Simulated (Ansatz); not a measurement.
**Two runs on C2H6Cl3NSi**

System: C2H6Cl3NSi.
Method of the first run: RKS PBE0-D4/def2-TZVP (Ansatz 0.2.0).

The geometry comes from this level: r2SCAN-D4/def2-SVP. Text and figures count atoms from 1; the logs count them from 0 in places.

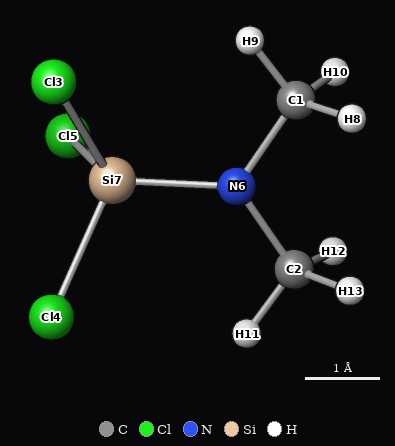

The structure (ball-and-stick view, seen at a tilt; atoms are numbered from 1 in the order of the input).

## Input file, the first run
```yaml
crystal:
  periodic: [false, false, false]
  atoms:
    - {symbol: C, position_ang: [1.079765, -0.562333, 0.900717]}
    - {symbol: C, position_ang: [-1.057940, 0.600017, 0.892011]}
    - {symbol: Cl, position_ang: [1.901416, -0.061229, -2.362316]}
    - {symbol: Cl, position_ang: [-1.003923, 1.612719, -2.365517]}
    - {symbol: Cl, position_ang: [-0.978387, -1.692928, -2.267407]}
    - {symbol: N, position_ang: [0.074375, 0.129290, 0.109823]}
    - {symbol: Si, position_ang: [-0.000787, -0.003664, -1.586825]}
    - {symbol: H, position_ang: [1.464208, 0.106530, 1.691888]}
    - {symbol: H, position_ang: [1.930400, -0.864346, 0.274395]}
    - {symbol: H, position_ang: [0.668557, -1.466474, 1.390304]}
    - {symbol: H, position_ang: [-1.769577, 1.148593, 0.259420]}
    - {symbol: H, position_ang: [-1.597099, -0.235011, 1.380136]}
    - {symbol: H, position_ang: [-0.710998, 1.288824, 1.683369]}
basis:
  gaussian: {orbitals: def2-TZVP, initial_orbitals: start.molden}
hamiltonian: {xc: pbe0, dispersion: d4}
scf: {omitted_lower_state_checks: [starts]}
output: {orbitals: {seedname: orbitals}}
```

Command:
```bash
ansatz run in.yaml --threads 4 --pin off --events-out ev --progress --plain --max-ram 4787MiB
```

Hardware: 4 threads of Arm Neoverse V2, 23 GiB of memory available, shared host.

## Output (the first run)
```
Functional definition: PBE0
  parameter a = 0.25
  parameter kappa = 0.804
  parameter beta = 0.06672455060314922
  exchange = (1 - a)*pbe_x(kappa = kappa, mu = beta*pi^2/3) + a*exact_x
  correlation = pbe_c(beta = beta)
these checks for a lower state are left out or cut short: starts
1851 factors; their error is unknown
mean field evaluation 1: about -48942.4392 eV, gradient 2.5e2 eV
mean field evaluation 2: about -48995.1100 eV, gradient 8.2e1 eV
mean field evaluation 4: about -49084.1947 eV, gradient 3.8e1 eV
mean field evaluation 8: about -49095.3378 eV, gradient 1.5e-3 eV
mean field -49095.33778581 eV, -1804.2203856132 hartree, gradient 1.8e-5 eV, S^2 0.000000; 0 other end points of the search recorded, 0 dependent functions left out
reference -49095.33782195 eV, -1804.2203869414 hartree; 45, 45 occupied and 232, 232 virtual orbitals, 1851 factors
Total energy: -49095.74253856 eV, -1804.2352600027 hartree
Checks for a lower state left out: starts
```

The input of the second run differs as follows (lines with − go, lines with + come):
```diff
-  gaussian: {orbitals: def2-TZVP, initial_orbitals: start.molden}
+  gaussian: {orbitals: def2-SVP, initial_orbitals: start.molden}
```

What does this change do to the results?

The total energy of the second run is 457.3 kcal/mol higher, which measures the change of basis and not a stability. The HOMO goes from −7.19 to −7.12 eV. The LUMO goes from 0.08 to 0.49 eV. The basis functions go from 277 to 144. On the same kind of shared host the second run took about 0.32 times as long.

## Output (the second run)
```
Functional definition: PBE0
  parameter a = 0.25
  parameter kappa = 0.804
  parameter beta = 0.06672455060314922
  exchange = (1 - a)*pbe_x(kappa = kappa, mu = beta*pi^2/3) + a*exact_x
  correlation = pbe_c(beta = beta)
these checks for a lower state are left out or cut short: starts
1392 factors; integrals over basis functions are off by at most 1.2e-3 eV
mean field evaluation 1: about -49075.1359 eV, gradient 7.6e0 eV
mean field evaluation 2: about -49075.2963 eV, gradient 1.1e-1 eV
mean field evaluation 4: about -49075.5067 eV, gradient 1.5e-3 eV
mean field -49075.50672485 eV, -1803.4916075649 hartree, gradient 3.1e-5 eV, S^2 0.000000; 0 other end points of the search recorded, 0 dependent functions left out
reference -49075.50675174 eV, -1803.4916085532 hartree; 45, 45 occupied and 99, 99 virtual orbitals, 1392 factors
Total energy: -49075.91146836 eV, -1803.5064816145 hartree
Checks for a lower state left out: starts
```

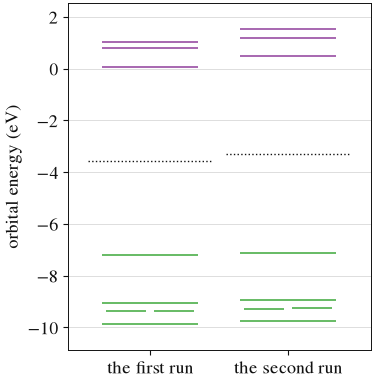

The five highest filled and three lowest empty orbital energies of the two runs; the dotted lines part filled from empty levels. The HOMO–LUMO gap is 7.27 eV in the first run and 7.61 eV in the second run.

## The two runs side by side

| quantity | the first run | the second run |
| --- | --- | --- |
| outcome | converged | converged |
| total energy (hartree) | −1804.235260 | −1803.506482 |
| HOMO (eV) | −7.19 | −7.12 |
| LUMO (eV) | 0.08 | 0.49 |
| basis functions | 277 | 144 |
| wall time (shared host) | 8.5 s | 2.8 s |
